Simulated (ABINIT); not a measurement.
## Beyond one shot: Diamond (Fd-3m, 2 atoms a cell)

Wanted: G0W0 and self-consistent gaps of Diamond (Fd-3m, 2 atoms a cell), with the cost of the cycles.

Main program and level: ABINIT 10.8.3; LDA and many-body steps on it, plane waves.

**The experiments to reproduce.**

- Gap 5.5 eV: band gap, experimental literature value; bulk crystal (quoted in “Fermi level pinning by defects can explain the large reported carbon 1s binding energy variations in diamond”, 2019, arxiv:1902.02958).

- Gap 5.47 eV: experimental band gap used as input; bulk crystal (quoted in “Enhanced Electron Emission Performance and Air‐Surface Stability in ScO‐Terminated Diamond for Thermionic Energy Converters”, 2024, pmc:11600692).

Report form: the programs' logs are mostly left out.

## (1) The starting structure

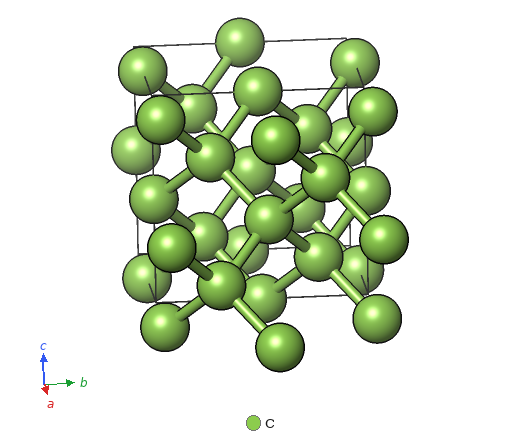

The cell as given, slightly off an axis (carbon green). 2×1×1 cells are drawn. This picture shows the conventional cell, with its axes. Some periodic images of atoms are drawn too.

The cell and positions come from the Crystallography Open Database and are kept as given unless a step says otherwise.

## (2) Empty states on the mesh, 6×6×6 mesh, 66 bands

This step: ABINIT 10.8.3; DFT, LDA, plane waves, norm-conserving pseudopotentials.

The sums over transitions need many empty states on a uniform mesh; this step solves for them.

run.abi reads:

```
acell 3*1.0 Angstrom
rprim 
  -0.000000000000 1.783370000000 1.783370000000
  1.783370000000 -0.000000000000 1.783370000000
  1.783370000000 1.783370000000 0.000000000000
ntypat 1
znucl 6
natom 2
typat 1 1
xred 
  0.000000000000 0.000000000000 -0.000000000000
  0.250000000000 0.250000000000 0.250000000000
pp_dirpath "pseudos"
pseudos "C.upf"
ecut 37
ngkpt 6 6 6
nshiftk 1
shiftk 0 0 0
kptopt 1
chksymbreak 0
irdden 1
istwfk *1
nband 66
prtvol 0
optdriver 6
gwr_task "HDIAGO"
paral_kgb 0
occopt 1
indata_prefix "in"
outdata_prefix "out"
tmpdata_prefix "tmp"
```

On the command line:

```
$ OMP_NUM_THREADS=1 mpirun -n 4 abinit run.abi > log
```

Elapsed: 4.5 s, on 4 MPI ranks of Arm Neoverse V1, shared host; peak memory 0.27 GiB.

Numbers from this step:

```yaml
gap: 4.162 eV
k_of_the_valence_top: 0, 0, 0
k_of_the_conduction_bottom: 0.3333, 0.3333, 0
least_direct_gap: 5.561 eV
k_points_computed: 16
lowest_point_of_the_top_converged_band_above_the_valence_top: 128.3098 eV
```

On this mesh the gap is 4.162 eV.

The density comes from a self-consistent run that is not shown.

## (3) Screening, 6×6×6 mesh, 58 bands, screening to 244.9 eV

The RPA dielectric matrix is built and inverted for each q.

This step: RPA screening on LDA, plane waves, norm-conserving pseudopotentials.

Changes to run.abi since step 2:

```diff
@@ -20,10 +20,11 @@
 chksymbreak 0
-irdden 1
 istwfk *1
-nband 66
-prtvol 0
-optdriver 6
-gwr_task "HDIAGO"
-paral_kgb 0
 occopt 1
+irdwfk 1
+optdriver 3
+nband 58
+ecuteps 9
+inclvkb 2
+awtr 1
+symchi 1
 indata_prefix "in"
```

Wall time 10 s (4 MPI ranks); peak memory 0.43 GiB; 41 s of CPU time.

This step gave:

```yaml
eps_infinity_with_local_fields_on_this_mesh_along_the_program_s_q_direction: 5.775
the_same_without_local_fields: 6.226
plasma_frequency: 31.18 eV
plane_waves_in_the_screening_matrix: 113
```

Local fields lower ε∞ by 7 %. On a Γ-centred mesh this coarse the value itself is usually too large, while a short band sum pulls it down.

## (4) G0W0

The self-energy is evaluated for the states that the input lists, and the levels follow from it, in one-shot runs by the linearised quasiparticle equation.

This step: G0W0 on LDA, plane waves, norm-conserving pseudopotentials.

Changes to run.abi since step 3:

```diff
@@ -23,8 +23,21 @@
 irdwfk 1
-optdriver 3
+optdriver 4
 nband 58
+gwcalctyp 0
+ecutsigx 37
+symsigma 1
+nkptgw 4
+kptgw 
+  0.0000000000 0.0000000000 0.0000000000
+  0.3333333333 0.3333333333 0.0000000000
+  0.5000000000 0.0000000000 0.0000000000
+  0.5000000000 0.5000000000 0.0000000000
+bdgw 
+  2 7
+  3 6
+  3 6
+  3 6
 ecuteps 9
-inclvkb 2
-awtr 1
-symchi 1
+irdscr 1
+ppmodel 1
 indata_prefix "in"
```

The job ended after 6.9 s (4 MPI ranks; peak memory 0.49 GiB; 27 s of CPU time).

Numbers from this step:

```
G0W0 gap on the mesh                         : 5.652 eV
starting gap on the mesh                     : 4.162 eV
k of the valence top                         : 0, 0, 0
k of the conduction bottom                   : 0.3333, 0.3333, 0
Z at the valence top                         : 0.83
Z at the conduction bottom                   : 0.84
least direct G0W0 gap on the computed points : 7.394 eV
```

The gap on the mesh goes from 4.16 eV to 5.65 eV, a correction of +1.49 eV.

## (5) evGW0, cycle 1

This step: evGW0 on LDA, plane waves, norm-conserving pseudopotentials.

Changes to run.abi since step 4:

```diff
@@ -25,16 +25,40 @@
 nband 58
-gwcalctyp 0
+gwcalctyp 10
 ecutsigx 37
 symsigma 1
-nkptgw 4
+nkptgw 16
 kptgw 
   0.0000000000 0.0000000000 0.0000000000
+  0.1666666667 0.0000000000 0.0000000000
+  0.3333333333 0.0000000000 0.0000000000
+  0.5000000000 0.0000000000 0.0000000000
+  0.1666666667 0.1666666667 0.0000000000
+  0.3333333333 0.1666666667 0.0000000000
+  0.5000000000 0.1666666667 0.0000000000
+  -0.3333333333 0.1666666667 0.0000000000
+  -0.1666666667 0.1666666667 0.0000000000
   0.3333333333 0.3333333333 0.0000000000
-  0.5000000000 0.0000000000 0.0000000000
+  0.5000000000 0.3333333333 0.0000000000
+  -0.3333333333 0.3333333333 0.0000000000
   0.5000000000 0.5000000000 0.0000000000
+  0.5000000000 0.3333333333 0.1666666667
+  -0.3333333333 0.3333333333 0.1666666667
+  -0.3333333333 0.5000000000 0.1666666667
 bdgw 
-  2 7
-  3 6
-  3 6
-  3 6
+  1 8
+  1 8
+  1 8
+  1 8
+  1 8
+  1 8
+  1 8
+  1 8
+  1 8
+  1 8
+  1 8
+  1 8
+  1 8
+  1 8
+  1 8
+  1 8
 ecuteps 9
```

The job ended after 1.7 min (4 MPI ranks; peak memory 0.7 GiB).

This step gave:

```
quasiparticle gap on the mesh                         : 5.947 eV
gap of the density functional on the mesh             : 4.162 eV
k of the valence top                                  : 0, 0, 0
k of the conduction bottom                            : 0.3333, 0.3333, 0
Z at the valence top                                  : 0.83
Z at the conduction bottom                            : 0.84
least direct quasiparticle gap on the computed points : 7.767 eV
```

Against G0W0 in ABINIT (6×6×6 mesh, 58 bands, screening to 244.9 eV, Godby-Needs plasmon pole), the gap moves by +0.295 eV. This first cycle still uses the starting levels; it takes the full correction, at all points of the mesh, and its linearised value is 5.652 eV.

## (6) evGW0, cycle 2

The corrected levels of the last cycle go back in.

Changes to run.abi since step 5:

```diff
@@ -66,2 +66,3 @@
 ppmodel 1
+irdqps 1
 indata_prefix "in"
```

Run time: 1.7 min. Hardware: 4 MPI ranks; peak memory 0.7 GiB; 6.8 min of CPU time.

Numbers from this step:

* quasiparticle gap on the mesh: 5.812 eV
* gap of the density functional on the mesh: 4.162 eV
* k of the valence top: 0, 0, 0
* k of the conduction bottom: 0.3333, 0.3333, 0
* least direct quasiparticle gap on the computed points: 7.572 eV

Against the cycle before, the gap moves by −0.135 eV.

## (7) evGW0, cycle 3

run.abi is that of step 6.

Run time: 1.7 min. Hardware: 4 MPI ranks; peak memory 0.7 GiB.

This step gave:

```
quasiparticle gap on the mesh                         : 5.822 eV
gap of the density functional on the mesh             : 4.162 eV
k of the valence top                                  : 0, 0, 0
k of the conduction bottom                            : 0.3333, 0.3333, 0
least direct quasiparticle gap on the computed points : 7.59 eV
```

Against the cycle before, the gap moves by +0.010 eV.

## (8) Screening, 6×6×6 mesh, 58 bands, screening to 244.9 eV

This step: RPA screening on LDA, plane waves, norm-conserving pseudopotentials.

run.abi reads:

```
acell 3*1.0 Angstrom
rprim 
  -0.000000000000 1.783370000000 1.783370000000
  1.783370000000 -0.000000000000 1.783370000000
  1.783370000000 1.783370000000 0.000000000000
ntypat 1
znucl 6
natom 2
typat 1 1
xred 
  0.000000000000 0.000000000000 -0.000000000000
  0.250000000000 0.250000000000 0.250000000000
pp_dirpath "pseudos"
pseudos "C.upf"
ecut 37
ngkpt 6 6 6
nshiftk 1
shiftk 0 0 0
kptopt 1
chksymbreak 0
istwfk *1
occopt 1
irdwfk 1
optdriver 3
nband 58
ecuteps 9
inclvkb 2
awtr 1
symchi 1
gwcalctyp 10
mbpt_sciss 2.182 eV
nqptdm 1
qptdm 
  0 0 0
indata_prefix "in"
outdata_prefix "out"
tmpdata_prefix "tmp"
```

It took 1.7 s on 4 MPI ranks; peak memory 0.11 GiB; 6.4 s of CPU time.

This step gave:

* ε∞ with local fields, on this mesh, along the program's q direction: 5.010
* the same without local fields: 5.342
* plasma frequency: 31.18 eV
* plane waves in the screening matrix: 113

This screening uses the functional's bands under a rigid shift, the mean opening of the cycle before.

## (9) Screening, 6×6×6 mesh, 58 bands, screening to 244.9 eV

This step: RPA screening on LDA from quasiparticle energies, plane waves, norm-conserving pseudopotentials.

Changes to run.abi since step 8:

```diff
@@ -29,7 +29,21 @@
 symchi 1
+irdqps 1
 gwcalctyp 10
-mbpt_sciss 2.182 eV
-nqptdm 1
+nqptdm 15
 qptdm 
-  0 0 0
+  0.1666666667 0.0000000000 0.0000000000
+  0.3333333333 0.0000000000 0.0000000000
+  0.5000000000 0.0000000000 0.0000000000
+  0.1666666667 0.1666666667 0.0000000000
+  0.3333333333 0.1666666667 0.0000000000
+  0.5000000000 0.1666666667 0.0000000000
+  -0.3333333333 0.1666666667 0.0000000000
+  -0.1666666667 0.1666666667 0.0000000000
+  0.3333333333 0.3333333333 0.0000000000
+  0.5000000000 0.3333333333 0.0000000000
+  -0.3333333333 0.3333333333 0.0000000000
+  0.5000000000 0.5000000000 0.0000000000
+  0.5000000000 0.3333333333 0.1666666667
+  -0.3333333333 0.3333333333 0.1666666667
+  -0.3333333333 0.5000000000 0.1666666667
 indata_prefix "in"
```

mrgscr.stdin reads:

```
2
merged
q0_SCR
out_SCR
1
```

On the command line:

```
$ OMP_NUM_THREADS=1 mpirun -n 4 abinit run.abi > log; mrgscr < mrgscr.stdin
```

Elapsed: 10 s, on 4 MPI ranks; peak memory 0.42 GiB; 40 s of CPU time.

Numbers from this step:

```yaml
plasma_frequency: 31.18 eV
plane_waves_in_the_screening_matrix: 113
```

This screening reads the quasiparticle levels of the cycle before.

## (10) evGW, cycle 1

This step: evGW on LDA, plane waves, norm-conserving pseudopotentials.

Changes to run.abi since step 9:

```diff
@@ -23,12 +23,10 @@
 irdwfk 1
-optdriver 3
+optdriver 4
 nband 58
-ecuteps 9
-inclvkb 2
-awtr 1
-symchi 1
-irdqps 1
 gwcalctyp 10
-nqptdm 15
-qptdm 
+ecutsigx 37
+symsigma 1
+nkptgw 16
+kptgw 
+  0.0000000000 0.0000000000 0.0000000000
   0.1666666667 0.0000000000 0.0000000000
@@ -48,2 +46,23 @@
   -0.3333333333 0.5000000000 0.1666666667
+bdgw 
+  1 8
+  1 8
+  1 8
+  1 8
+  1 8
+  1 8
+  1 8
+  1 8
+  1 8
+  1 8
+  1 8
+  1 8
+  1 8
+  1 8
+  1 8
+  1 8
+ecuteps 9
+irdscr 1
+ppmodel 1
+irdqps 1
 indata_prefix "in"
```

On the command line:

```
$ OMP_NUM_THREADS=1 mpirun -n 4 abinit run.abi > log
```

Wall time 1.7 min (4 MPI ranks); peak memory 0.7 GiB.

This step gave:

| Property | Result |
| --- | --- |
| quasiparticle gap on the mesh | 6.063 eV |
| gap of the density functional on the mesh | 4.162 eV |
| k of the valence top | 0, 0, 0 |
| k of the conduction bottom | 0.3333, 0.3333, 0 |
| least direct quasiparticle gap on the computed points | 7.841 eV |

Against G0W0 in ABINIT (6×6×6 mesh, 58 bands, screening to 244.9 eV, Godby-Needs plasmon pole), the gap moves by +0.411 eV.

## (11) Screening, 6×6×6 mesh, 58 bands, screening to 244.9 eV

This step: RPA screening on LDA, plane waves, norm-conserving pseudopotentials.

run.abi reads:

```
acell 3*1.0 Angstrom
rprim 
  -0.000000000000 1.783370000000 1.783370000000
  1.783370000000 -0.000000000000 1.783370000000
  1.783370000000 1.783370000000 0.000000000000
ntypat 1
znucl 6
natom 2
typat 1 1
xred 
  0.000000000000 0.000000000000 -0.000000000000
  0.250000000000 0.250000000000 0.250000000000
pp_dirpath "pseudos"
pseudos "C.upf"
ecut 37
ngkpt 6 6 6
nshiftk 1
shiftk 0 0 0
kptopt 1
chksymbreak 0
istwfk *1
occopt 1
irdwfk 1
optdriver 3
nband 58
ecuteps 9
inclvkb 2
awtr 1
symchi 1
gwcalctyp 10
mbpt_sciss 2.514 eV
nqptdm 1
qptdm 
  0 0 0
indata_prefix "in"
outdata_prefix "out"
tmpdata_prefix "tmp"
```

Run time: 1.7 s. Hardware: 4 MPI ranks; peak memory 0.11 GiB; 6.5 s of CPU time.

This step gave:

```
ε∞ with local fields, on this mesh, along the program's q direction : 4.916
the same without local fields                                       : 5.235
plasma frequency                                                    : 31.18 eV
plane waves in the screening matrix                                 : 113
```

This screening uses the functional's bands under a rigid shift, the mean opening of the cycle before.

## (12) Screening, 6×6×6 mesh, 58 bands, screening to 244.9 eV

This step: RPA screening on LDA from quasiparticle energies, plane waves, norm-conserving pseudopotentials.

Changes to run.abi since step 11:

```diff
@@ -29,7 +29,21 @@
 symchi 1
+irdqps 1
 gwcalctyp 10
-mbpt_sciss 2.514 eV
-nqptdm 1
+nqptdm 15
 qptdm 
-  0 0 0
+  0.1666666667 0.0000000000 0.0000000000
+  0.3333333333 0.0000000000 0.0000000000
+  0.5000000000 0.0000000000 0.0000000000
+  0.1666666667 0.1666666667 0.0000000000
+  0.3333333333 0.1666666667 0.0000000000
+  0.5000000000 0.1666666667 0.0000000000
+  -0.3333333333 0.1666666667 0.0000000000
+  -0.1666666667 0.1666666667 0.0000000000
+  0.3333333333 0.3333333333 0.0000000000
+  0.5000000000 0.3333333333 0.0000000000
+  -0.3333333333 0.3333333333 0.0000000000
+  0.5000000000 0.5000000000 0.0000000000
+  0.5000000000 0.3333333333 0.1666666667
+  -0.3333333333 0.3333333333 0.1666666667
+  -0.3333333333 0.5000000000 0.1666666667
 indata_prefix "in"
```

mrgscr.stdin is that of step 9.

On the command line:

```
$ OMP_NUM_THREADS=1 mpirun -n 4 abinit run.abi > log; mrgscr < mrgscr.stdin
```

The job ended after 9.9 s (4 MPI ranks; peak memory 0.42 GiB).

This step gave:

```yaml
plasma_frequency: 31.18 eV
plane_waves_in_the_screening_matrix: 113
```

This screening reads the quasiparticle levels of the cycle before.

## (13) evGW, cycle 2

This step: evGW on LDA, plane waves, norm-conserving pseudopotentials.

Changes to run.abi since step 12:

```diff
@@ -23,12 +23,10 @@
 irdwfk 1
-optdriver 3
+optdriver 4
 nband 58
-ecuteps 9
-inclvkb 2
-awtr 1
-symchi 1
-irdqps 1
 gwcalctyp 10
-nqptdm 15
-qptdm 
+ecutsigx 37
+symsigma 1
+nkptgw 16
+kptgw 
+  0.0000000000 0.0000000000 0.0000000000
   0.1666666667 0.0000000000 0.0000000000
@@ -48,2 +46,23 @@
   -0.3333333333 0.5000000000 0.1666666667
+bdgw 
+  1 8
+  1 8
+  1 8
+  1 8
+  1 8
+  1 8
+  1 8
+  1 8
+  1 8
+  1 8
+  1 8
+  1 8
+  1 8
+  1 8
+  1 8
+  1 8
+ecuteps 9
+irdscr 1
+ppmodel 1
+irdqps 1
 indata_prefix "in"
```

On the command line:

```
$ OMP_NUM_THREADS=1 mpirun -n 4 abinit run.abi > log
```

Run time: 1.7 min. Hardware: 4 MPI ranks; peak memory 0.7 GiB; 6.8 min of CPU time.

Numbers from this step:

```
quasiparticle gap on the mesh                         : 6.083 eV
gap of the density functional on the mesh             : 4.162 eV
k of the valence top                                  : 0, 0, 0
k of the conduction bottom                            : 0.3333, 0.3333, 0
least direct quasiparticle gap on the computed points : 7.862 eV
```

Against the cycle before, the gap moves by +0.020 eV.

(Continued in part 2 of 2.)

[Paths, hosts, dates, memory and timing lines, banners, echoed tables and standing remarks are left out of the program output.]

[Logs are printed without paths, hosts, clocks, repeated set-up lines and the standing remarks that a program may print on its own settings, such as how far it seeks lower states.]

[Runs of the session that timed out or met a known fault of the program may be left out.]

[Hosts, paths, dates, database ids (printed as entryN), source tags and the programs' standing remarks are cut or masked in the printed files.]

[G0W0 gaps are taken among the corrected bands and points alone; a level outside them can change the order at an edge.]

[Where Ansatz stands beside ABINIT at settings called matched, ABINIT's density can come from a denser mesh and the files from another edition; pairs whose starting gaps differed by over 0.03 eV were left out, so agreement reads better than it is.]
